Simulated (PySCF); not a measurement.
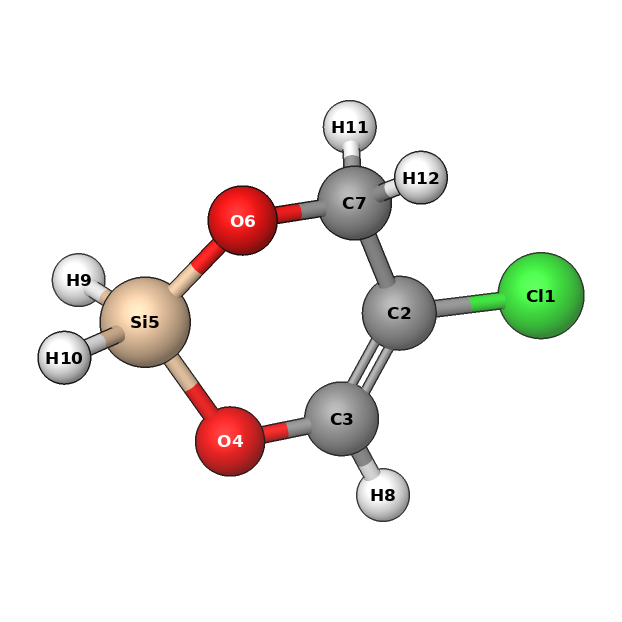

The geometry was computed by an optimisation with PBE0-D3(BJ)/def2-SVP. No frequency run is at hand to confirm it as a minimum. Level of theory: delta-SCF UKS PBE, pcX-2 on the ionised atom, pcseg-1 elsewhere, spin-free X2C (PySCF 2.14.0).

Give the core-electron binding energies (to vacuum; p and d levels without spin–orbit splitting) of Cl1 1s, Cl1 2p, C2 1s, C3 1s, O4 1s, Si5 1s, Si5 2p, O6 1s, C7 1s.

```csv
atom,level,binding energy (eV)
Cl1,1s,2824.5
Cl1,2p,205.9
C2,1s,290.8
C3,1s,291.3
O4,1s,537.8
Si5,1s,1845.0
Si5,2p,107.8
O6,1s,537.6
C7,1s,292.0
```
